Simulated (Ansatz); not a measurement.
# AlV2C (P6_3/mmc): a Bloch–Grüneisen fit of the computed resistivity

Wanted: a compact model of ρ(T) for AlV2C (P6_3/mmc) and a check of it.

The resistivities were computed with Ansatz 0.2.0 (DFT PBE, scalar-relativistic, plane waves, PAW; PAW set soft_1) from the linearised Boltzmann equation with harmonic phonons, on q 6×6×1, k 12×12×3, scattering 24×24×8; the fit below is done by hand on them.

**1. What is given**

It takes space group P6_3/mmc (No. 194, hexagonal). Conventional cell: a = 2.904 Å, b = 2.904 Å, c = 13.134 Å, α = 90.00°, β = 90.00°, γ = 120.00°. Around Al on site c lie 6 V at 2.74 Å and 6 Al at 2.90 Å. V on site f is surrounded by 3 C at 2.02 Å and 3 Al at 2.74 Å. C on site a is surrounded by 6 V at 2.02 Å.

This is the relaxed cell of the run, from steps not shown here.

The mean resistivity of the three axes from 50 to 800 K, with one row held back; the colder rows stay outside the fit and test it at the end:

| T (K) | ρ (μΩ cm) |
| --- | --- |
| 50 | 0.1698 |
| 80 | 1.315 |
| 100 | 2.823 |
| 150 | 8.185 |
| 200 | 14.38 |
| 273 | ? |
| 300 | 27.10 |
| 400 | 39.45 |
| 500 | 51.14 |
| 600 | 62.11 |
| 800 | 82.25 |

The q mesh has one point along an axis, so branches along it are rough. The resistivity is not converged: the component that moves most changes by 11 % between the two finest meshes at 300 K.

**2. Model and fit**

Bloch and Grüneisen's form is ρ(T) = A (T/Θ)⁵ J₅(Θ/T), with J₅(z) the integral of x⁵/((eˣ − 1)(1 − e⁻ˣ)) from 0 to z. It goes as T⁵ far below Θ and as A T/(4Θ) far above. For a trial Θ the best A is the geometric mean of ρ/[(T/Θ)⁵ J₅] over the rows, and the scatter of that ratio measures the fit:

| Θ (K) | A (μΩ cm) | scatter (%) |
| --- | --- | --- |
| 334 | 92.64 | 52.8 |
| 444 | 152.8 | 26.0 |
| 500 | 192.9 | 12.7 |
| 556 | 240.8 | 1.1 |
| 612 | 297.5 | 12.4 |
| 696 | 401.8 | 29.6 |
| 834 | 634.0 | 55.1 |

The scatter is least at Θ = 556 K, with A = 240.8 μΩ cm (1.1 % r.m.s.).

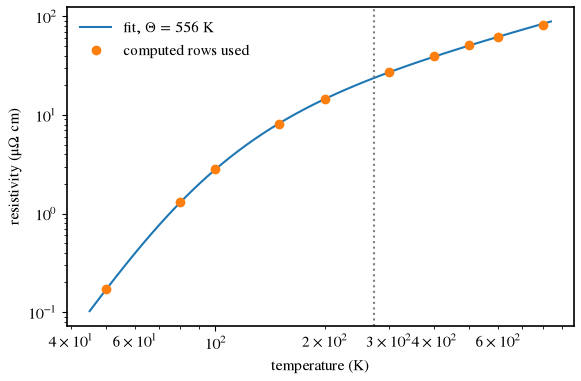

The fit through the rows used; the dotted line marks the temperature held back.

**3. The row held back**

At T = 273 K, Θ/T = 2.037, J₅ = 3.446 and (T/Θ)⁵ = 0.02854, so the fit gives 23.68 μΩ cm. The computed value is 23.68 μΩ cm: the fit is off by -0.01 %. Outside its range, at 20 K, it gives 0.00180 against 0.00172 μΩ cm computed, 1.05 times that; at that temperature the run's own test moves by 29 % between meshes in the component that moves most. Among the rows used, the largest miss is +2.5 %, at 800 K.

**4. Reading Θ and A**

Θ = 556 K is 1.42 times ħω_log/k_B (391 K) and 0.54 of the highest phonon frequency (1027 K). The high-temperature slope of the fit, A/(4Θ), is 0.108 μΩ cm/K. The same slope from the run's transport coupling and plasma energy, 2π k_B λ_tr/(ħ ε₀ ω_p²) with λ_tr = 0.300, 0.300, 0.277 (xx, yy, zz) and ħω_p = 4.48, 4.48, 2.26 (xx, yy, zz) eV, is 0.113 μΩ cm/K in the mean of the axes, +4.3 % from it. For comparison, the computed rows rise by 0.101 μΩ cm/K between the two hottest.

**5. Outcome**

```json
{"Θ": "556 K", "A": "240.8 μΩ cm", "scatter of the fit": "1.1 %", "held-back row at 273 K, fit against computed": "23.68 against 23.68 μΩ cm"}
```

What this shows: Two numbers, Θ = 556 K and A = 241 μΩ cm, hold the computed ρ(T) from 50 to 800 K within 1.09 % r.m.s. and predict the held-back row within 0.01 %. By the run's own test the resistivity at 300 K moves by 11 % between its two finest scattering meshes, in the component that moves most. The mean hides an anisotropy: at 300 K the components are 13.8, 13.8, 53.8 (xx, yy, zz) μΩ cm. The fit describes the calculation: impurities, thermal expansion, changes of phase and anharmonicity are in neither.

[Logs are printed without paths, hosts, clocks, repeated set-up lines and the standing remarks that a program may print on its own settings, such as how far it seeks lower states.]

[Hosts, paths, dates, database ids (printed as entryN), source tags and the programs' standing remarks are cut or masked in the printed files.]
